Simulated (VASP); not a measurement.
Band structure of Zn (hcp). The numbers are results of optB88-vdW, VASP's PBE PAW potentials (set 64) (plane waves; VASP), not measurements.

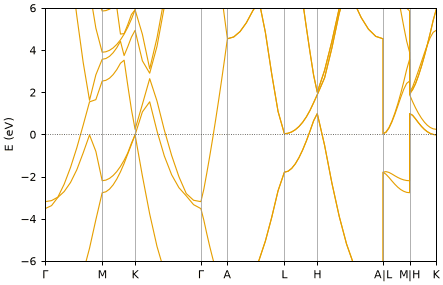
Figure: Bands along high-symmetry lines, zero at the valence-band maximum or, without a gap, the Fermi level

### Question
Read the plot: is there a gap, and where are the band edges?

### Answer
It has no gap at this level: it comes out as a metal or semimetal. (Edges off the drawn lines would not show.)

The compound is Zn in the hcp structure. It was relaxed first.
